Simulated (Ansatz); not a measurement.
# GeH₇OF: single-point calculation

System: GeH₇OF.
Method: RKS PBE0-D4/def2-TZVPP (Ansatz 0.2.0).

The geometry is the reactant side of a reaction. The reaction was set up to form Ge1–F7, H6–O9 and H2–H8 and to break Ge1–H2, H6–F7 and H8–O9 (atoms counted from 1 in the order of the input); sticks are drawn by distance alone. The geometry comes from this level: PBE0-D4/def2-TZVP.

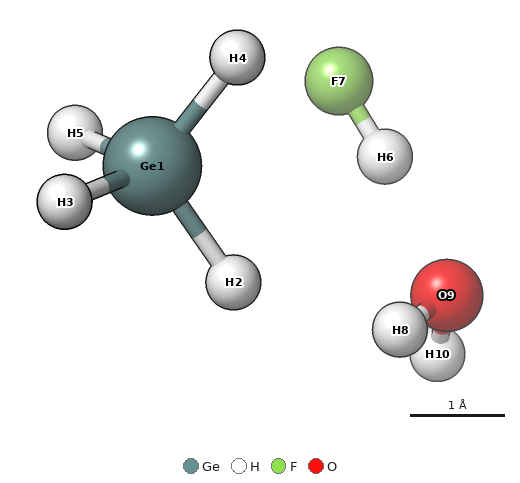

The input geometry (ball-and-stick view, seen at a tilt; atoms are numbered from 1 in the order of the input). Sticks mark near contacts. Bond lengths as drawn: F–H 0.95 Å, Ge–H 1.53 to 1.54 Å and H–O 0.96 Å.

The input
```yaml
crystal:
  periodic: [false, false, false]
  atoms:
    - {symbol: Ge, position_ang: [-0.181681, -1.374775, -1.117502]}
    - {symbol: H, position_ang: [0.968271, -0.488372, -0.593525]}
    - {symbol: H, position_ang: [0.454403, -2.427204, -2.040807]}
    - {symbol: H, position_ang: [-0.866930, -2.065159, 0.062209]}
    - {symbol: H, position_ang: [-1.159296, -0.509293, -1.913470]}
    - {symbol: H, position_ang: [-0.765555, 1.131373, 1.156855]}
    - {symbol: F, position_ang: [-1.610453, 0.819770, 0.866940]}
    - {symbol: H, position_ang: [1.326435, 0.937102, 0.941191]}
    - {symbol: O, position_ang: [0.795728, 1.546926, 1.464985]}
    - {symbol: H, position_ang: [1.038977, 2.429531, 1.173122]}
basis:
  gaussian: {orbitals: def2-TZVPP}
hamiltonian: {xc: pbe0, dispersion: d4}
output: {orbitals: {seedname: orbitals}}
```

Run on 4 threads of Arm Neoverse V2, 23 GiB of memory available, shared host.

Launched with:
```bash
ansatz run in.yaml --threads 4 --pin off --events-out ev --progress --plain --max-ram 9574MiB
```

What the program printed
```
Functional definition: PBE0
  name "PBE0"
  cite "Adamo & Barone, J. Chem. Phys. 110, 6158 (1999) doi:10.1063/1.478522"
  cite "Perdew, Burke & Ernzerhof, Phys. Rev. Lett. 77, 3865 (1996) doi:10.1103/PhysRevLett.77.3865"
  parent pbe
  parameter a = 0.25
  parameter kappa = 0.804
  parameter beta = 0.06672455060314922
  exchange = (1 - a)*pbe_x(kappa = kappa, mu = beta*pi^2/3) + a*exact_x
  correlation = pbe_c(beta = beta)
1121 factors; their error is unknown
mean field evaluation 1: about -61381.6369 eV, gradient 5.7e1 eV
mean field evaluation 2: about -61377.3239 eV, gradient 7.8e1 eV
mean field evaluation 4: about -61386.2156 eV, gradient 2.3e0 eV
mean field evaluation 8: about -61386.5144 eV, gradient 2.0e-2 eV
mean field -61386.51441644 eV, -2255.9127955302 hartree, gradient 1.6e-5 eV, S^2 0.000000; 0 other end points of the search recorded, 0 dependent functions left out
reference -61386.51444506 eV, -2255.9127965819 hartree; 28, 28 occupied and 180, 180 virtual orbitals, 1121 factors
Total energy: -61386.60133696 eV, -2255.9159898004 hartree
```

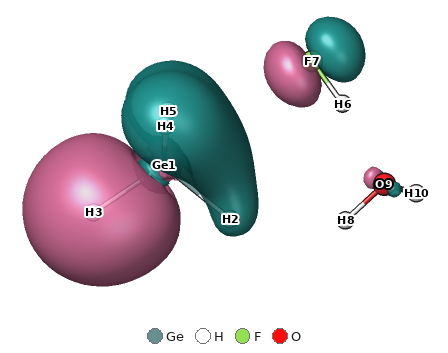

One frontier orbital at ±0.08 Å⁻³ᐟ² (teal and pink are the two phases), seen face on. The HOMO, at −9.45 eV. Its weight (Hirshfeld) is mainly on Ge1 (40 %) and H3 (35 %).

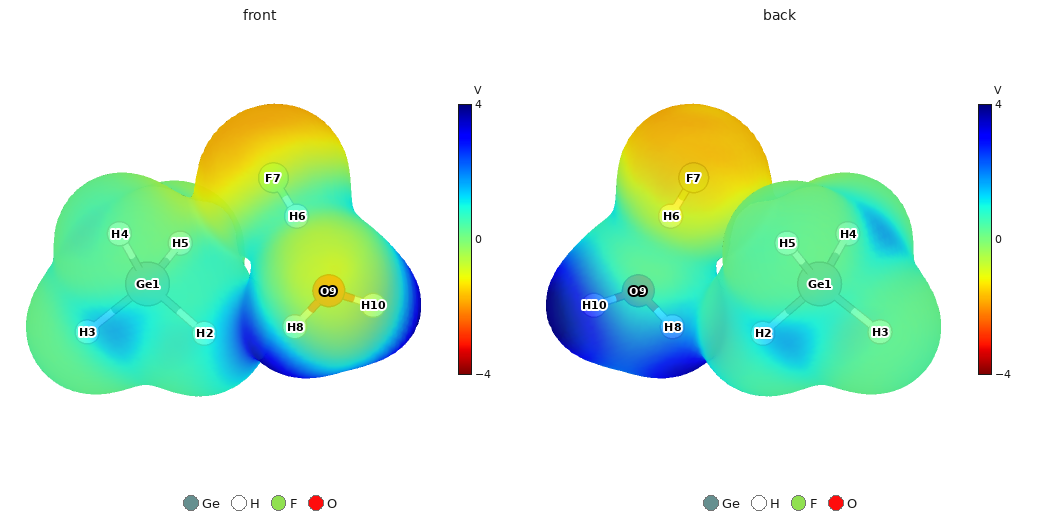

The electrostatic potential painted on the density surface at 0.004 e/bohr³, seen at a tilt and from behind; the colour scale runs from red (negative) to blue (positive).

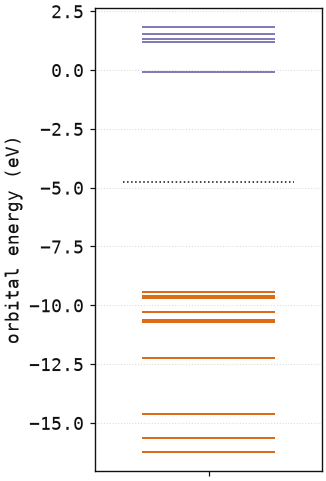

Orbital energies near the frontier; the dotted line parts filled from empty levels, and levels within 0.02 eV of each other stand side by side. Highest filled −9.45 eV, lowest empty −0.09 eV, 9.36 eV apart.

Summary

```json
{"quantity": "outcome", "value": "converged"}
{"quantity": "total energy", "value": "−61386.6013 eV"}
{"quantity": "mean-field energy", "value": "−61386.5144 eV"}
{"quantity": "dispersion energy", "value": "−0.0869 eV"}
{"quantity": "SCF solution under orbital rotations", "value": "stable"}
{"quantity": "HOMO", "value": "−9.45 eV"}
{"quantity": "LUMO", "value": "−0.09 eV"}
{"quantity": "wall time", "value": "1.4 s (CPU time 5.2 s)"}
{"quantity": "peak memory", "value": "0.43 GiB"}
```
